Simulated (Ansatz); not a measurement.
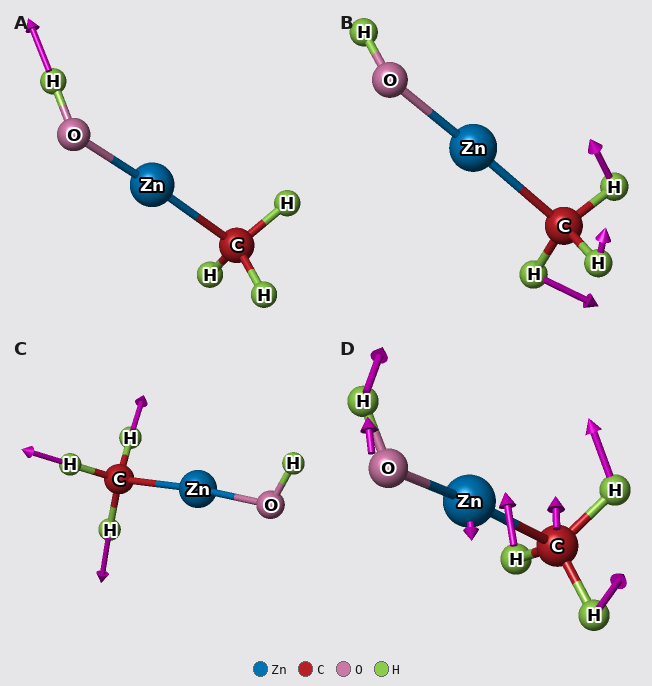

4 normal modes of one molecule or complex, as arrows. Harmonic vibrations computed with RKS PBE0-D4/def2-TZVP (Ansatz 0.2.0) at a stationary point of the same level.

### Match the panels to the wavenumbers 151 cm⁻¹, 712 cm⁻¹, 3055 cm⁻¹, 3920 cm⁻¹.

A: 3920 cm⁻¹, O–H stretching
B: 712 cm⁻¹, H–C–Zn bending
C: 3055 cm⁻¹, in-phase stretching of 3 C–H bonds
D: 151 cm⁻¹
